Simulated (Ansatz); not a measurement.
# H6NSbSi: how energies converge with the basis set

Aim: see how fast density functionals converge with the basis set for H6NSbSi.

Program: Ansatz 0.2.0, Gaussian basis. Level of theory: one geometry, several basis sets. These are calculated values, not measurements.

Plan: PBE0-D4/def2-SVP; ωB97M-V/def2-SVP; PBE0-D4/def2-QZVPP; ωB97M-V/def2-QZVPP; the functionals' def2-TZVPP values are taken from earlier runs.

**1. Structure used throughout**

An earlier PBE0-D4 in a triple-zeta def2 set relaxation fixed the geometry. Sb takes the def2 core potential; no spin-orbit term is included.

SMILES `N[SiH2][SbH2]`, 9 atoms, charge 0, spin multiplicity 1.

Atoms are counted from 1 here; the program's logs count them from 0.

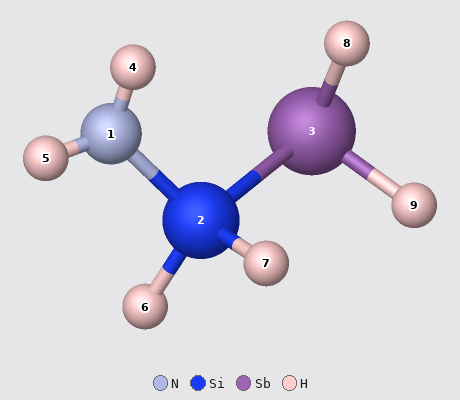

The structure; nitrogen light blue, silicon blue, antimony purple, hydrogen pink; atoms are numbered from 1 in the order of the file.

**2. PBE0-D4 in def2-SVP**

Input file in.yaml:

```yaml
crystal:
  periodic: [false, false, false]
  atoms:
    - {symbol: N, position_ang: [-0.727025, 0.662282, -1.287817]}
    - {symbol: Si, position_ang: [0.217518, 0.661564, 0.152379]}
    - {symbol: Sb, position_ang: [-0.491204, -1.410903, 1.508971]}
    - {symbol: H, position_ang: [-0.679219, -0.120080, -1.920446]}
    - {symbol: H, position_ang: [-0.868911, 1.524165, -1.790167]}
    - {symbol: H, position_ang: [-0.132936, 1.900911, 0.896305]}
    - {symbol: H, position_ang: [1.697944, 0.666299, -0.045213]}
    - {symbol: H, position_ang: [0.026745, -2.410574, 0.218905]}
    - {symbol: H, position_ang: [1.045588, -1.519966, 2.250082]}
basis:
  gaussian: {orbitals: def2-SVP}
hamiltonian: {xc: pbe0, dispersion: d4}
output: {orbitals: {seedname: orbitals}}
```

The run is started by

```
$ ansatz run in.yaml --threads 2 --pin off --events-out ev --progress --plain --max-ram 4352MiB
```

The runs that follow: ωB97M-V in def2-SVP; PBE0-D4 in def2-QZVPP; ωB97M-V in def2-QZVPP.

Q: Predict the results of all the runs planned. Wanted: PBE0-D4: double and triple zeta above quadruple; ωB97M-V: double and triple zeta above quadruple.

The runs gave:

```
                                       quantity          value
PBE0-D4: double and triple zeta above quadruple  5.43, 0.42 eV
ωB97M-V: double and triple zeta above quadruple  5.56, 0.41 eV
```

What this shows: For PBE0-D4 the step from double to triple zeta gains 5.00 eV and the next only 0.42 eV. These are total energies; as a rule much of such shifts cancels in differences, which this series doesn't test. The LUMO of ωB97M-V is positive and keeps falling with the basis (1.77 to 1.01 eV): an unbound level that the basis holds in place.
